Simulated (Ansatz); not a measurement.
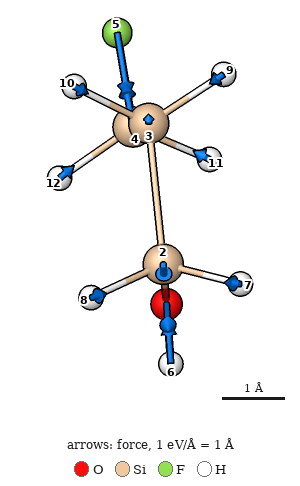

Starting geometry of Si3H7OF with the computed forces as blue arrows. The picture is a ball-and-stick view, seen from a free direction.

The start comes from PBE-D4/def2-SVP.

Level of theory: RKS PBE0-D4/def2-TZVP in Ansatz.

Input
```yaml
crystal:
  periodic: [false, false, false]
  atoms:
    - {symbol: O, position_ang: [0.118686, -0.555387, 1.794087]}
    - {symbol: Si, position_ang: [-0.472521, 0.976317, 1.359550]}
    - {symbol: Si, position_ang: [-0.158274, 0.891984, -0.970747]}
    - {symbol: Si, position_ang: [0.550000, -1.335744, -1.274186]}
    - {symbol: F, position_ang: [0.763895, -1.638616, -2.881125]}
    - {symbol: H, position_ang: [0.071531, -0.784291, 2.739412]}
    - {symbol: H, position_ang: [0.297828, 2.085792, 2.034887]}
    - {symbol: H, position_ang: [-1.924411, 1.142566, 1.742564]}
    - {symbol: H, position_ang: [0.892572, 1.866174, -1.434535]}
    - {symbol: H, position_ang: [-1.437395, 1.166542, -1.716706]}
    - {symbol: H, position_ang: [1.864866, -1.575732, -0.590085]}
    - {symbol: H, position_ang: [-0.489676, -2.294805, -0.769117]}
basis:
  gaussian: {orbitals: def2-TZVP}
hamiltonian: {xc: pbe0, dispersion: d4}
relax: {f_tol: 0.005, max_steps: 150}
```

Launched with:
```bash
ansatz run in.yaml --threads 4 --pin off --events-out ev --progress --plain --max-ram 10444MiB
```

What follows when this structure is relaxed?

It isn't relaxed: the largest force vector, on F5, is 1.14 eV/Å. The final displacements have little in common with the starting forces (cosine between the two patterns 0.13). After 30 accepted moves (32 points after the start) the energy has fallen by 1.85 kcal/mol. The largest force component goes from 1.1 to 0.0034 eV/Å. The line search rejected the trial steps at points 20, 25 of the run. The atom that moves furthest after the best rigid fit is H7 (0.67 Å). Largest moves by element: H 0.67 Å, O 0.57 Å, F 0.23 Å, Si 0.20 Å. Some distances before and after: O1–Si2 1.698 → 1.656 Å, Si4–F5 1.649 → 1.608 Å, Si2–H7 1.510 → 1.491 Å, Si4–H11 1.501 → 1.484 Å. Bond angles that change, for instance: Si2–Si3–Si4 101.6° → 106.2°, O1–Si2–Si3 100.1° → 104.5°, Si3–Si2–H8 112.5° → 110.2°. Groups turn about Si2–Si3 by about 30°.
